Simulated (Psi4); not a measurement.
# wB97X-D/cc-pVDZ (sweep point 6) run of C2H7Al (SMILES [CH3][AlH][CH3])

What is the vertical ionisation energy of C2H7Al at wB97X-D/cc-pVDZ (sweep point 6)? 

The calculation is run with Psi4 1.11.

4 further runs of the same task are left out: 4 set aside as unsound or not needed.

**1. Starting point**

C2H7Al has 10 atoms, charge 0, and is taken as a singlet. As SMILES, `[CH3][AlH][CH3]`. Geometry: relaxed at PBE0-D4/def2-TZVP.

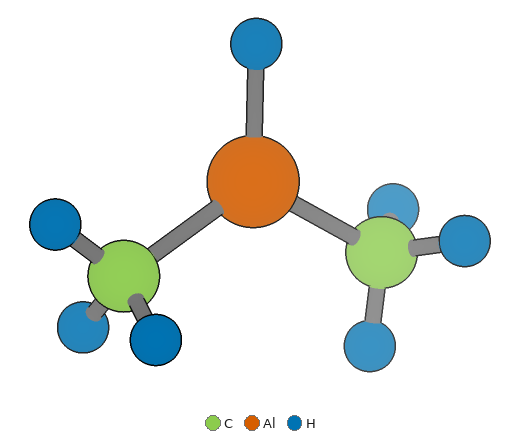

The structure, seen from a chosen angle (carbon green, aluminium orange, hydrogen blue).

**2. The energy at wB97X-D/cc-pVDZ (sweep point 6)**

The input, calc.dat:

```
memory 1.6 GB

molecule mol {
  0 1
  C     -1.219100     0.923600    -0.783300
  Al     0.496800     0.021800    -0.536400
  C      0.903900    -0.949000     1.109700
  H     -2.054000     0.233200    -0.621200
  H     -1.337000     1.368500    -1.773800
  H     -1.340300     1.723700    -0.043600
  H      1.605700     0.078800    -1.681200
  H      0.069000    -0.980000     1.814000
  H      1.201900    -1.980900     0.894300
  H      1.756300    -0.490900     1.624500
  symmetry c1
}

set {
  puream true
  scf_type pk
  dft_radial_points 99
  dft_spherical_points 590
}

e_tot, wfn = energy("wb97x-d/cc-pVDZ", return_wfn=True)
```

Command:

```console
$ psi4 -i calc.dat -o calc.out -n 1
```

calc.out (excerpt; [...] marks lines left out):

```text
[...]
  Running in c1 symmetry.
[...]
  Nuclear repulsion =   96.450436935966493
[...]
  Multiplicity = 1
[...]
  Nalpha       = 16
  Nbeta        = 16
[...]
    Number of basis functions: 81
[...]
   @RKS iter   1:  -322.53842745634569   -6.38674e-01   8.98574e-03 ADIIS/DIIS
[...]
   @RKS iter   7:  -322.82027799679548   -7.37607e-08   6.41217e-07 DIIS
[...]
    Orbital Energies [Eh]
    ---------------------
    Doubly Occupied:
       1A    -56.173541     2A    -10.263646     3A    -10.263202
       4A     -4.229564     5A     -2.774035     6A     -2.765684
       7A     -2.765137     8A     -0.773943     9A     -0.763978
      10A     -0.478838    11A     -0.472475    12A     -0.470408
      13A     -0.465014    14A     -0.464682    15A     -0.356498
      16A     -0.351121
[...]
  @RKS Final Energy:  -322.82027799679548
   => Energetics <=
    Nuclear Repulsion Energy =             96.4504369359664935
    One-Electron Energy =                -635.5348589144732614
    Two-Electron Energy =                 238.7927718947614437
    DFT Exchange-Correlation Energy =     -22.5259722821811224
    Empirical Dispersion Energy =          -0.0026556308690538
    VV10 Nonlocal Energy =                  0.0000000000000000
    Total Energy =                       -322.8202779967954257
[...]
 Multipole Moments:
 ------------------------------------------------------------------------------------
     Multipole            Electronic (a.u.)      Nuclear  (a.u.)        Total (a.u.)
 ------------------------------------------------------------------------------------
 L = 1.  Multiply by 2.5417464519 to convert [e a0] to [Debye]
 Dipole X            :          1.2823327           -1.4775832           -0.1952505
 Dipole Y            :          0.0785402           -0.0876992           -0.0091590
 Dipole Z            :         -1.4973440            1.7012199            0.2038759
 Magnitude           :                                                    0.2824394
[...]
```

Wall time 22 s (1 thread of AMD EPYC 7R43 (Zen 3), shared host); peak memory 1 GiB.

**3. The doublet cation, same level**

The input, job.dat:

```
memory 1.6 GB

molecule mol {
  1 2
  C     -1.219100     0.923600    -0.783300
  Al     0.496800     0.021800    -0.536400
  C      0.903900    -0.949000     1.109700
  H     -2.054000     0.233200    -0.621200
  H     -1.337000     1.368500    -1.773800
  H     -1.340300     1.723700    -0.043600
  H      1.605700     0.078800    -1.681200
  H      0.069000    -0.980000     1.814000
  H      1.201900    -1.980900     0.894300
  H      1.756300    -0.490900     1.624500
  symmetry c1
}

set {
  basis cc-pVDZ
  reference uks
  puream true
  scf_type pk
  dft_radial_points 99
  dft_spherical_points 590
  maxiter 100
}

E = energy("wb97x-d")
```

Command:

```console
$ psi4 job.dat job.out -n 1
```

job.out (excerpt; [...] marks lines left out):

```text
[...]
  Running in c1 symmetry.
[...]
  Nuclear repulsion =   96.450436935966493
[...]
  Multiplicity = 2
[...]
  Nalpha       = 16
  Nbeta        = 15
[...]
    Number of basis functions: 81
[...]
   @UKS iter   1:  -322.16757920808777   -2.67825e-01   8.43206e-03 ADIIS/DIIS
[...]
   @UKS iter  15:  -322.44489583514343    4.08237e-07   5.82646e-07 DIIS
[...]
   @S^2 Observed:                7.622460302E-01
[...]
    Orbital Energies [Eh]
    ---------------------
    Alpha Occupied:
       1A    -56.447488     2A    -10.490841     3A    -10.484622
       4A     -4.500471     5A     -3.042970     6A     -3.041011
       7A     -3.034525     8A     -0.994327     9A     -0.980430
      10A     -0.759143    11A     -0.687385    12A     -0.682836
      13A     -0.676005    14A     -0.671040    15A     -0.634963
      16A     -0.586370
    Alpha Virtual:
      17A     -0.179344    18A     -0.102720    19A     -0.069931
      20A     -0.032225    21A      0.013515    22A      0.022588
      23A      0.028633    24A      0.032516    25A      0.044993
[...]
  @UKS Final Energy:  -322.44489583514343
   => Energetics <=
    Nuclear Repulsion Energy =             96.4504369359664935
    One-Electron Energy =                -627.9122553758272716
    Two-Electron Energy =                 231.3718248642906872
    DFT Exchange-Correlation Energy =     -22.3522466287043535
    Empirical Dispersion Energy =          -0.0026556308690538
    VV10 Nonlocal Energy =                  0.0000000000000000
    Total Energy =                       -322.4448958351434271
[...]
 Multipole Moments:
 ------------------------------------------------------------------------------------
     Multipole            Electronic (a.u.)      Nuclear  (a.u.)        Total (a.u.)
 ------------------------------------------------------------------------------------
 L = 1.  Multiply by 2.5417464519 to convert [e a0] to [Debye]
 Dipole X            :          1.8677133           -1.4775832            0.3901301
 Dipole Y            :          0.1427797           -0.0876992            0.0550805
 Dipole Z            :         -2.1708816            1.7012199           -0.4696617
 Magnitude           :                                                    0.6130396
[...]
```

Wall time 46 s (1 thread of AMD EPYC 7R43 (Zen 3), shared host); peak memory 1 GiB.

**4. Summary of results**

Level: wB97X-D/cc-pVDZ (sweep point 6).

| quantity | value |
| --- | --- |
| singlet C2H7Al: total energy | -322.82028 Eh |
| singlet C2H7Al: dipole moment | 0.72 D |
| singlet C2H7Al: HOMO energy | -9.55 eV |
| singlet C2H7Al: LUMO energy | 0.90 eV |
| singlet C2H7Al: HOMO–LUMO gap | 10.46 eV |
| singlet C2H7Al: dispersion energy | -6.97 kJ/mol |
| doublet cation: total energy | -322.44490 Eh |
| doublet cation: HOMO energy (highest over α and β) | -15.05 eV |
| doublet cation: LUMO energy (lowest over α and β) | -10.70 eV |
| doublet cation: dispersion energy | -6.97 kJ/mol |
| doublet cation: ⟨S²⟩ | 0.762 |
| vertical ionisation energy (to the doublet cation) | 10.215 eV |

What this shows: The vertical ionisation energy comes to 10.21 eV (986 kJ/mol). −ε(HOMO) before ionisation, 9.55 eV, is 0.66 eV below this ionisation energy.
